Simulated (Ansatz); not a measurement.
H$_{2}$OSi$_{3}$

Input file:

```
crystal:
  periodic: [false, false, false]
  atoms:
    - symbol: O
      position_ang: [-0.636114, 0.001106, -0.443690]
    - symbol: Si
      position_ang: [1.075001, 0.044934, -0.726561]
    - symbol: Si
      position_ang: [1.387684, 0.677328, 1.597090]
    - symbol: Si
      position_ang: [-0.582020, 1.207275, 0.741886]
    - symbol: H
      position_ang: [2.092546, 1.934228, 2.044423]
    - symbol: H
      position_ang: [-1.585443, 2.282798, 0.457585]
basis:
  gaussian:
    orbitals: def2-TZVPD
hamiltonian:
  xc: pbe0
output: {forces: true, orbitals: {seedname: orbitals}}
magnetization:
  spin_polarized: false
```

Command:

```sh
ansatz run input.yaml --threads 1 --pin off --max-ram 2610MiB --events-out events.jsonl --progress --plain --runs-dir runs
```

Geometry: PBE0-D3(BJ)/def2-SVP.

All numbers below come from isolated molecule in a Gaussian basis; Kohn-Sham density functional theory, functional PBE0 (Ansatz).

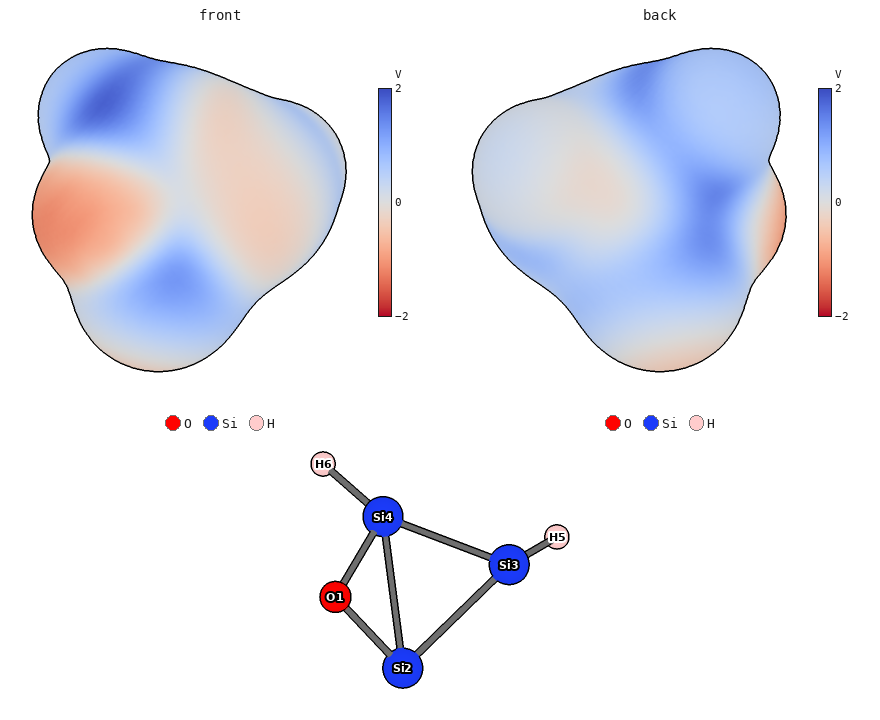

Figure 1. The molecular electrostatic potential painted on the density surface at 0.002 e/bohr³, seen from the front and from behind; the colour scale runs from red (negative) to blue (positive). The bare structure is drawn below in the same view.

Question: Where is the surface potential most negative and most positive?

Answer: The most negative region (about −1.1 V) lies over O1, the most positive (about +1.7 V) over Si4. O1 is the likeliest acceptor of a hydrogen bond.

Question: How polar is the molecule by this calculation?

Answer: Its dipole moment is 1.22 D.

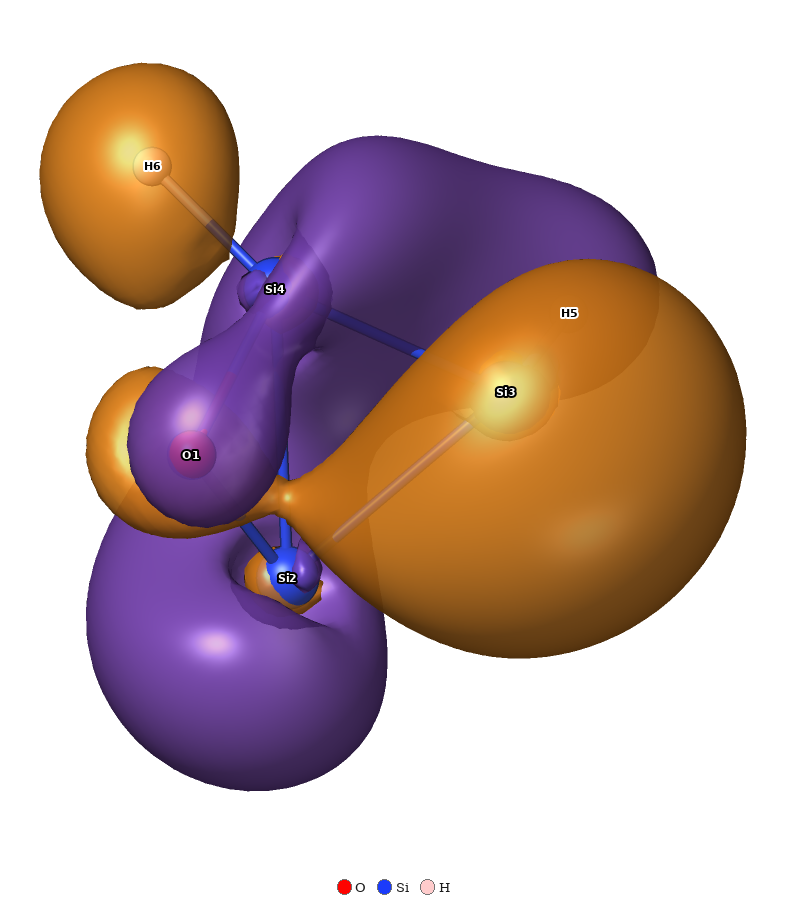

Figure 2. The HOMO−1 at ±0.06 Å⁻³ᐟ² (orange and purple are the two phases), seen at a tilt.

Question: What is the character of this orbital?

Answer: It lies mainly on Si3 (about 50 %), Si2 (about 25 %) and Si4 (about 15 %). Its energy is −6.75 eV.

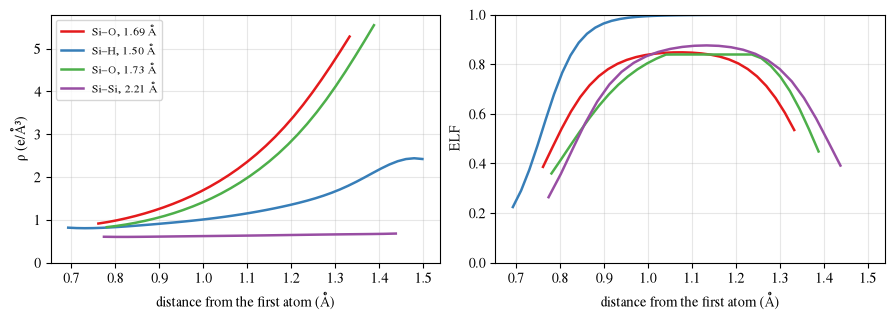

Figure 3. Total electron density and electron localisation function along straight lines between neighbouring atoms. The curves leave out the atomic cores.

Question: What can be read from the curves?

Answer: Si–O (1.69 Å): the density is about 1.1 e/Å³ at the midpoint; the ELF peaks at about 0.85 between the atoms, as expected for a polar covalent bond.
Si–H (1.50 Å): ρ at the midpoint is about 0.81 e/Å³; the ELF climbs to about 1 towards the hydrogen, as it does in any bond to H.
Si–O (1.73 Å): the density is about 0.98 e/Å³ at the midpoint; the ELF peaks at about 0.85 between the atoms (a shared but strongly polarised pair).
Si–Si (2.21 Å): the density is about 0.63 e/Å³ at the midpoint; the ELF peaks at about 0.90 between the atoms: localised, covalent bonding.
